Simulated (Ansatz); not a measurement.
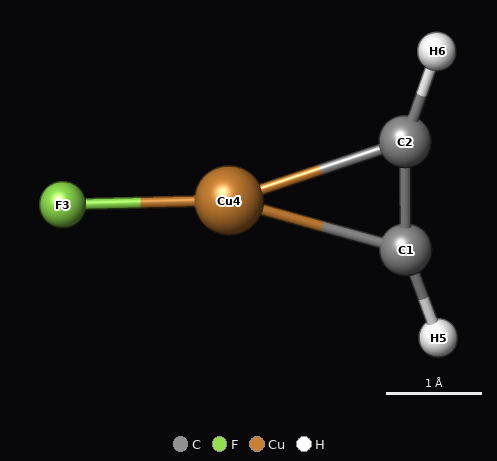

The structure as given in the input (ball-and-stick view, seen at a tilt; atoms are numbered from 1 in the order of the input). Sticks mark near contacts. Bond lengths as drawn: Cu–F 1.75 Å, C–C 1.26 Å, C–Cu 1.96 Å and C–H 1.09 Å.

**C$_{2}$H$_{2}$CuF: geometry relaxation**

C$_{2}$H$_{2}$CuF, computed with RKS LDA/def2-SVP (Ansatz 0.2.0).

Figures and captions count atoms from 1; the log counts them from 0 in places.

**What the program printed**
```
The last accepted step is kept in [file] (removed where the run ends without a failure and the disk answers)
Engine: ansatz 0.2.0, x86_64-unknown-linux-gnu
Functional definition: SPW92
  exchange = slater_x
  correlation = pw_c
964 factors; their error is unknown
mean field evaluation 1: about -49334.3430 eV, gradient 5.4e1 eV
mean field evaluation 2: about -49297.5467 eV, gradient 1.5e2 eV
mean field evaluation 4: about -49340.7766 eV, gradient 9.4e0 eV
mean field evaluation 8: about -49340.9220 eV, gradient 8.4e-2 eV
mean field evaluation 16: about -49340.8768 eV, gradient 8.8e-5 eV
mean field -49340.87680183 eV, -1813.2437780196 hartree, gradient 6.9e-6 eV, S^2 0.000000; 0 other end points of the search recorded, 0 dependent functions left out
the calculation of the forces begins
reference -49340.87686120 eV, -1813.2437802017 hartree; 26, 26 occupied and 57, 57 virtual orbitals, 964 factors
relax step   1: F+E_penalty+E_count = -49340.87680183 eV  Δ(F+E_penalty+E_count) = +0.000e0 eV  max|allowed force component| = 8.251e-1 eV/Å  Δτ_max = 0.0000 Å  (28 SCF iters, accepted)
these checks for a lower state are left out or cut short: starts, cluster_reference, orbital_swaps, neighbouring_geometries, increment
964 factors; their error is unknown
mean field -49340.90246326 eV, -1813.2447210601 hartree, gradient 1.4e-5 eV, S^2 0.000000; 0 other end points of the search recorded, 0 dependent functions left out
the calculation of the forces begins
reference -49340.90252268 eV, -1813.2447232435 hartree; 26, 26 occupied and 57, 57 virtual orbitals, 964 factors
relax step   2: F+E_penalty+E_count = -49340.90246326 eV  Δ(F+E_penalty+E_count) = -2.566e-2 eV  max|allowed force component| = 4.771e-1 eV/Å  Δτ_max = 0.0271 Å  (31 SCF iters, accepted)
these checks for a lower state are left out or cut short: starts, cluster_reference, orbital_swaps, neighbouring_geometries, increment
964 factors; their error is unknown
mean field evaluation 32: about -49340.9169 eV, gradient 1.4e-5 eV
mean field -49340.91693044 eV, -1813.2452527191 hartree, gradient 1.4e-5 eV, S^2 0.000000; 0 other end points of the search recorded, 0 dependent functions left out
the calculation of the forces begins
reference -49340.91698997 eV, -1813.2452549068 hartree; 26, 26 occupied and 57, 57 virtual orbitals, 964 factors
relax step   3: F+E_penalty+E_count = -49340.91693044 eV  Δ(F+E_penalty+E_count) = -1.447e-2 eV  max|allowed force component| = 5.788e-2 eV/Å  Δτ_max = 0.0444 Å  (31 SCF iters, accepted)
these checks for a lower state are left out or cut short: starts, cluster_reference, orbital_swaps, neighbouring_geometries, increment
964 factors; their error is unknown
mean field -49340.91705636 eV, -1813.2452573463 hartree, gradient 1.9e-5 eV, S^2 0.000000; 0 other end points of the search recorded, 0 dependent functions left out
the calculation of the forces begins
reference -49340.91711588 eV, -1813.2452595338 hartree; 26, 26 occupied and 57, 57 virtual orbitals, 964 factors
relax step   4: F+E_penalty+E_count = -49340.91705636 eV  Δ(F+E_penalty+E_count) = -1.259e-4 eV  max|allowed force component| = 1.332e-2 eV/Å  Δτ_max = 0.0033 Å  (33 SCF iters, accepted)
these checks for a lower state are left out or cut short: starts, cluster_reference, orbital_swaps, neighbouring_geometries, increment
964 factors; their error is unknown
mean field -49340.91709017 eV, -1813.2452585888 hartree, gradient 1.8e-5 eV, S^2 0.000000; 0 other end points of the search recorded, 0 dependent functions left out
the calculation of the forces begins
reference -49340.91714969 eV, -1813.2452607762 hartree; 26, 26 occupied and 57, 57 virtual orbitals, 964 factors
relax step   5: F+E_penalty+E_count = -49340.91709017 eV  Δ(F+E_penalty+E_count) = -3.381e-5 eV  max|allowed force component| = 9.624e-3 eV/Å  Δτ_max = 0.0020 Å  (23 SCF iters, accepted)
these checks for a lower state are left out or cut short: starts, cluster_reference, orbital_swaps, neighbouring_geometries, increment
964 factors; their error is unknown
mean field -49340.91710370 eV, -1813.2452590863 hartree, gradient 8.8e-6 eV, S^2 0.000000; 0 other end points of the search recorded, 0 dependent functions left out
the calculation of the forces begins
reference -49340.91716322 eV, -1813.2452612736 hartree; 26, 26 occupied and 57, 57 virtual orbitals, 964 factors
relax step   6: F+E_penalty+E_count = -49340.91710370 eV  Δ(F+E_penalty+E_count) = -1.354e-5 eV  max|allowed force component| = 1.343e-3 eV/Å  Δτ_max = 0.0021 Å  (24 SCF iters, accepted)
964 factors; their error is unknown
mean field evaluation 64: about -49340.9171 eV, gradient 1.2e-1 eV
```

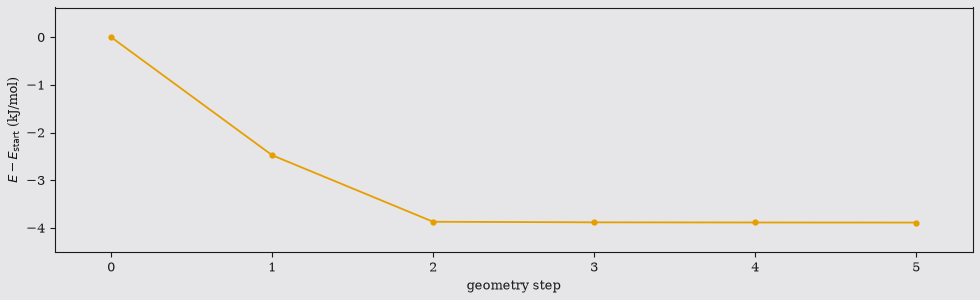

Progress of the relaxation, step by step (the first geometry is step 0 here and step 1 in the log).

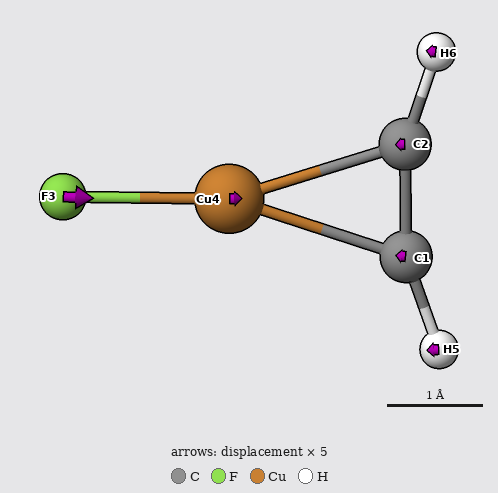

The starting structure with the displacements as pink arrows, magnified 5 times (ball-and-stick view, seen at a tilt). The two geometries are laid on each other by the best rigid fit. The energy falls by 3.89 kJ/mol in 5 geometry steps. Largest force component: 0.83 eV/Å at the start, 0.0013 eV/Å at the end. F3 moves most after the best rigid fit: 0.067 Å. Largest moves by element: F 0.067 Å, Cu 0.029 Å, H 0.028 Å, C 0.023 Å. Among the contacts that change: C1–Cu4 1.963 → 1.914 Å, F3–Cu4 1.754 → 1.715 Å. (Atoms are counted from 1 in the order of the input.)

```
mean field -49340.91710370 eV, -1813.2452590863 hartree, gradient 8.7e-6 eV, S^2 0.000000; 1 other end points of the search recorded, 0 dependent functions left out
the calculation of the forces begins
reference -49340.91716322 eV, -1813.2452612736 hartree; 26, 26 occupied and 57, 57 virtual orbitals, 964 factors
Total energy: -49340.91716322 eV, -1813.2452612736 hartree
Atom 0 at    -0.155907     1.735825    -0.362065 Å, force     0.000761    -0.000037    -0.000444 eV/Å
Atom 1 at     0.917068     1.318458    -0.859156 Å, force    -0.000712     0.000374     0.000279 eV/Å
Atom 2 at    -0.307216    -1.703410     0.615149 Å, force    -0.000258    -0.000408     0.000261 eV/Å
Atom 3 at     0.027342    -0.130576     0.018553 Å, force     0.000336     0.000706    -0.000383 eV/Å
Atom 4 at    -0.981102     2.390640    -0.066350 Å, force     0.001215    -0.000933    -0.000419 eV/Å
Atom 5 at     1.873674     1.279994    -1.388872 Å, force    -0.001343     0.000297     0.000706 eV/Å
Dipole moment:     0.192715     0.905438    -0.343521 e Å
```

**Trajectory as extended XYZ (Å, eV, eV/Å), 6 frames, from step=1 to step=6**
```
6
Properties=species:S:1:pos:R:3:forces:R:3 step=1 energy=-49340.87680
C    -0.1537    1.7580   -0.3694    0.4777  -0.5765  -0.1180
C     0.9222    1.3382   -0.8675   -0.6278  -0.1452   0.3938
F    -0.3177   -1.7660    0.6370    0.1727   0.8251  -0.3098
Cu    0.0209   -0.1561    0.0294   -0.0215  -0.1105   0.0374
H    -0.9736    2.4151   -0.0767   -0.1058   0.0437   0.0473
H     1.8759    1.3018   -1.3956    0.1048  -0.0366  -0.0507
6
Properties=species:S:1:pos:R:3:forces:R:3 step=2 energy=-49340.90246
C    -0.1530    1.7501   -0.3673    0.0476  -0.2655   0.0421
C     0.9191    1.3320   -0.8637   -0.1435  -0.1911   0.1306
F    -0.3129   -1.7410    0.6278    0.0996   0.4771  -0.1789
Cu    0.0229   -0.1474    0.0259    0.0013  -0.0001  -0.0025
H    -0.9771    2.4053   -0.0726   -0.0272  -0.0016   0.0160
H     1.8749    1.2918   -1.3928    0.0222  -0.0190  -0.0073
6
Properties=species:S:1:pos:R:3:forces:R:3 step=3 energy=-49340.91693
C    -0.1558    1.7373   -0.3630   -0.0351   0.0131   0.0181
C     0.9166    1.3196   -0.8596    0.0361  -0.0150  -0.0148
F    -0.3049   -1.6999    0.6132   -0.0132  -0.0579   0.0223
Cu    0.0269   -0.1286    0.0180    0.0093   0.0404  -0.0159
H    -0.9830    2.3882   -0.0642    0.0069   0.0070  -0.0071
H     1.8741    1.2743   -1.3871   -0.0039   0.0124  -0.0024
6
Properties=species:S:1:pos:R:3:forces:R:3 step=4 energy=-49340.91706
C    -0.1556    1.7378   -0.3626   -0.0100  -0.0069   0.0067
C     0.9171    1.3200   -0.8594    0.0054  -0.0133  -0.0003
F    -0.3059   -1.7029    0.6141   -0.0007   0.0004   0.0004
Cu    0.0270   -0.1293    0.0185    0.0016   0.0033  -0.0017
H    -0.9826    2.3893   -0.0653    0.0033   0.0072  -0.0031
H     1.8738    1.2760   -1.3881    0.0004   0.0093  -0.0020
6
Properties=species:S:1:pos:R:3:forces:R:3 step=5 energy=-49340.91709
C    -0.1557    1.7368   -0.3623   -0.0092  -0.0033   0.0056
C     0.9170    1.3193   -0.8592    0.0061  -0.0096  -0.0014
F    -0.3064   -1.7032    0.6146   -0.0008  -0.0010   0.0008
Cu    0.0271   -0.1300    0.0186    0.0015   0.0041  -0.0019
H    -0.9817    2.3901   -0.0660   -0.0012   0.0055  -0.0003
H     1.8736    1.2780   -1.3884    0.0035   0.0044  -0.0027
6
Properties=species:S:1:pos:R:3:forces:R:3 step=6 energy=-49340.91710
C    -0.1559    1.7358   -0.3621    0.0008   0.0000  -0.0004
C     0.9171    1.3185   -0.8592   -0.0007   0.0004   0.0003
F    -0.3072   -1.7034    0.6151   -0.0003  -0.0004   0.0003
Cu    0.0273   -0.1306    0.0186    0.0003   0.0007  -0.0004
H    -0.9811    2.3906   -0.0664    0.0012  -0.0009  -0.0004
H     1.8737    1.2800   -1.3889   -0.0013   0.0003   0.0007
```

The run was set up as follows.

**The input**
```yaml
crystal:
  periodic: [false, false, false]
  atoms:
    - { symbol: C, position_ang: [-0.15369191, 1.75800544, -0.36941009] }
    - { symbol: C, position_ang: [0.92215382, 1.33823212, -0.86748965] }
    - { symbol: F, position_ang: [-0.3177303, -1.76602275, 0.63703982] }
    - { symbol: Cu, position_ang: [0.02088475, -0.15613477, 0.02940468] }
    - { symbol: H, position_ang: [-0.97360995, 2.41505347, -0.07671733] }
    - { symbol: H, position_ang: [1.87585359, 1.30179649, -1.39556742] }
basis:
  gaussian: { orbitals: def2-SVP }
hamiltonian:
  xc: lda
relax:
  f_tol: 0.002
  max_steps: 150
```

Launched with:
```bash
ansatz run input.yaml --threads 2 --pin off --max-ram 5120MiB --backend cpu --events-out ev --progress --plain --runs-dir out
```

**Summary**

| quantity | value |
| --- | --- |
| outcome | converged |
| total energy | −49340.9172 eV |
| SCF solution under orbital rotations | stable |
| largest force (length of the vector) at the end | 0.002 eV/Å |
| hardware | 2 threads of Intel Xeon (Sapphire Rapids), 64 GiB of memory available, shared host |
| wall time | 5.2 s (CPU time 9.3 s) |
| peak memory | 0.14 GiB |
